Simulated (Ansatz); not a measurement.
A substitution series on Ge: H to CH3

On one Ge centre that keeps Cl, n of the H ligands are replaced by CH3. The dipole moment y in D at wB97M-V/def2-TZVPP. Shapes, held fixed at every level: PBE0-D4/def2-TZVP. Programs: Ansatz 0.2.0.

| molecule | n | y (D) |
| --- | --- | --- |
| GeH3Cl | 0 | 1.98 |
| GeH2(CH3)Cl | 1 | ? |
| GeH(CH3)2Cl | 2 | 2.67 |
| Ge(CH3)3Cl | 3 | 2.79 |

Q: Fit y = c + s·n to the known rows and predict GeH2(CH3)Cl.

A: 
1. Means of the 3 rows: n = 1.66667, y = 2.480.
2. Σ(Δn)² = 4.6667, Σ(Δn·Δy) = 1.31, so the slope is 1.31/4.6667 = 0.28071.
3. Intercept: 2.480 − (0.28071) × 1.66667 = 2.012. The largest residual of the fit is 0.097.
4. GeH2(CH3)Cl: 2.012 + (0.28071) × 1 = 2.29 D.

The run gave 2.44 D, so the prediction is off by -0.15 D, about the scatter of the fit. The steps per swap are uneven (+0.46, +0.23, +0.12), so a line is a poor model. Dipoles add as vectors. Other levels give for GeH2(CH3)Cl: PBE-D4/def2-TZVPP 2.36; B3LYP-D4/def2-TZVPP 2.43 D. Relativity is left out for Ge unless named.

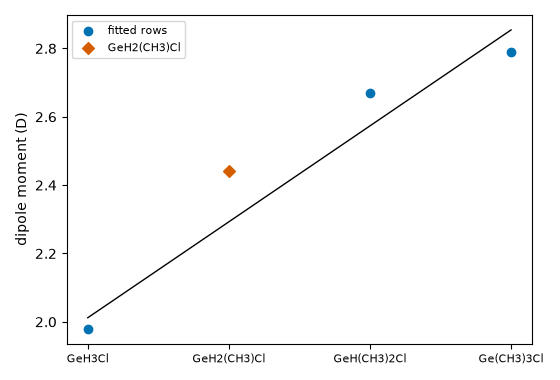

The fitted line, with the withheld member.
